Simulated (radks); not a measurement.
K³⁺ (Z = 19, 16 electrons) in the configuration [Ne] 3s2 3p4 (open shells shared over both j by 2j + 1). The calculation used the in-house radial solver radks at this level: Dirac Kohn-Sham, exchange-only B88, spin-unpolarised, spherical densities, finite nucleus.

Wanted: the number of electrons inside radius r (solid) and the radial density 4πr²ρ (dashed).

The count levels off at 16 electrons. Half of them lie within 0.430 bohr, 90 % within 1.52 bohr and 99 % within 2.39 bohr. The radial density has minima at 0.131 and 0.739 bohr, where the count stands at 2.2 and 10.4; these part the shells that the density resolves.

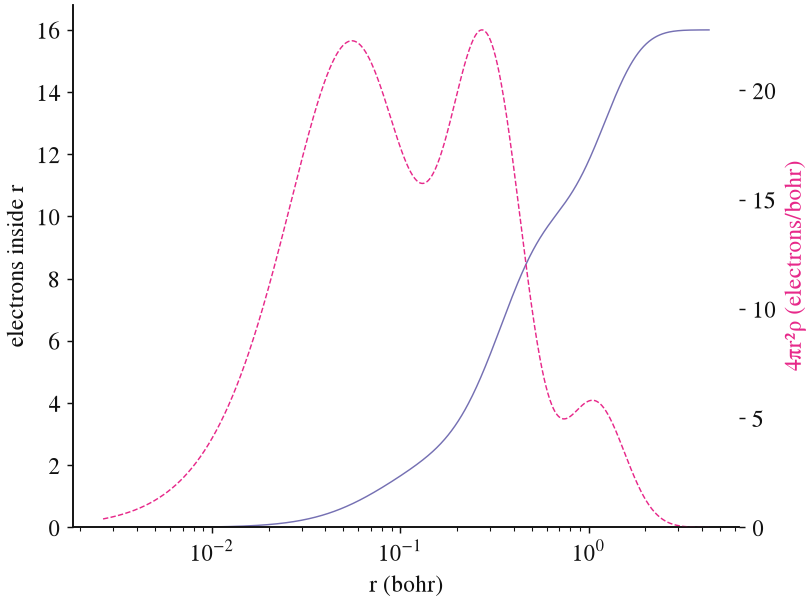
